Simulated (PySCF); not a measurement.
**C3H3ClN2 (SMILES Clc1c[nH]cn1): density, localisation and related maps**

```yaml
atoms:
  - { symbol: Cl, position_ang: [2.7105, -0.4892, 0.7863] }
  - { symbol: C, position_ang: [1.1437, -0.4472, 0.1635] }
  - { symbol: C, position_ang: [0.4798, 0.6492, -0.3394] }
  - { symbol: N, position_ang: [-0.7937, 0.1944, -0.4426] }
  - { symbol: C, position_ang: [-0.8216, -1.0965, -0.0832] }
  - { symbol: N, position_ang: [0.3533, -1.5326, 0.2906] }
  - { symbol: H, position_ang: [0.7185, 1.6948, -0.4986] }
  - { symbol: H, position_ang: [-1.6921, 0.6655, -0.5159] }
  - { symbol: H, position_ang: [-1.7078, -1.7023, -0.0268] }
```

Geometry: GFN2-xTB, MD frame at 250 fs, 200 K.

All numbers below come from PBE0/pcSseg-1, SCF density, gas phase, non-relativistic in PySCF.

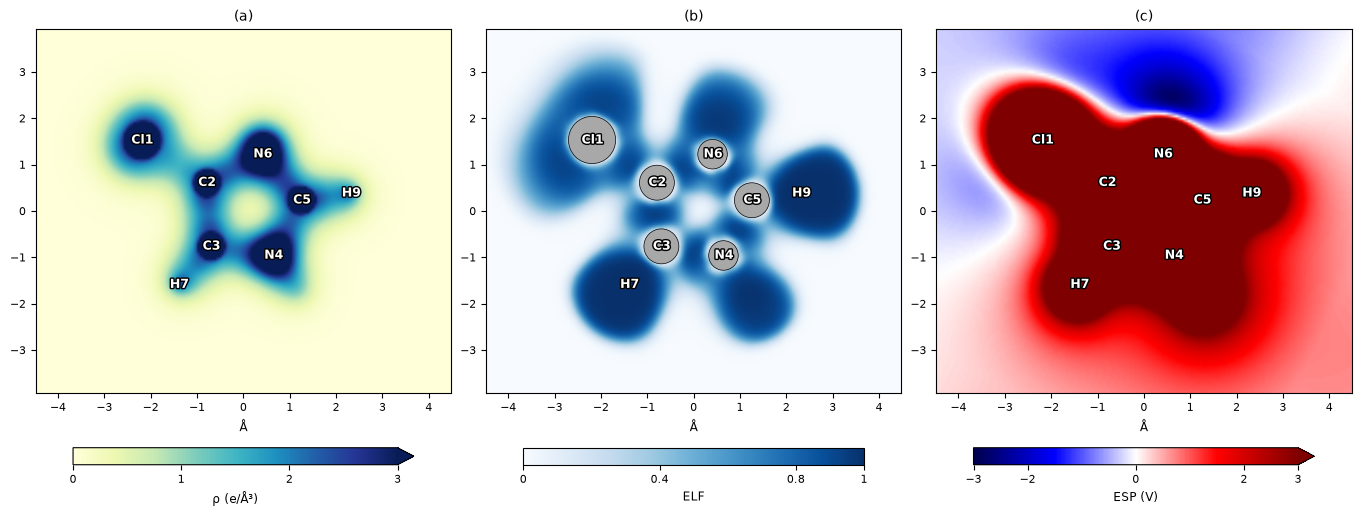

Figure 1. (a) total electron density; (b) ELF; (c) electrostatic potential on the plane of atoms C3, C2 and N6. Grey discs cover the atomic cores in the ELF map.

Interpret the plot.

Answer.
- The section cuts through Cl, C, N and H sites.
- C–N (1.31 Å): ρ is about 2.6 e/Å³ halfway; the ELF peaks at about 0.90 between the atoms: localised, covalent bonding.
- C–C (1.38 Å): ρ is about 2.1 e/Å³ halfway; the ELF peaks at about 0.95 between the atoms; a covalent bond.
- C–Cl (1.69 Å): ρ is about 1.6 e/Å³ halfway; the ELF peaks at about 0.90 between the atoms; a covalent bond.
- C–N (1.35 Å): the density is about 2.4 e/Å³ at the midpoint; the ELF peaks at about 0.90 between the atoms, as expected for a covalent bond.
- C–H (1.07 Å): the density is about 2.1 e/Å³ at the midpoint; the ELF climbs to about 1 towards the hydrogen, as it does in any bond to H: an ordinary covalent bond to hydrogen.
- The ELF also peaks beside Cl1 and N6, away from the bonds: lone-pair regions.
- Outside the dense part of the molecule the potential is most negative (−2.8 V) near N6.

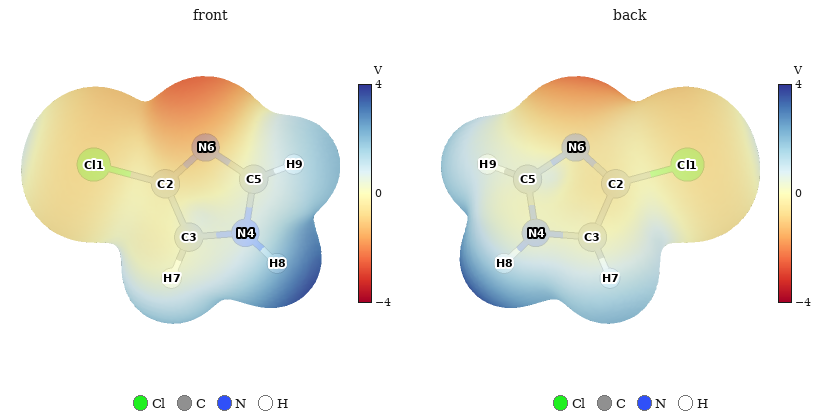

Figure 2. The molecular electrostatic potential painted on the density surface at 0.004 e/bohr³, seen from the front and from behind; the colour scale runs from red (negative) to blue (positive).

Describe the electrostatic potential map.

Answer. The most negative region (about −2.3 V, or −53 kcal/mol for a unit charge) lies over N6, the most positive (about +3.6 V, or +83 kcal/mol for a unit charge) over H8. Cl1 shows a σ-hole: about +0.6 V, or +14 kcal/mol for a unit charge at the tip opposite its bond, against about −0.7 V, or −16 kcal/mol for a unit charge on its flanks. N6 is the likeliest acceptor of a hydrogen bond.

How polar is the molecule by this calculation?

Answer. Its dipole moment is 4.98 D.
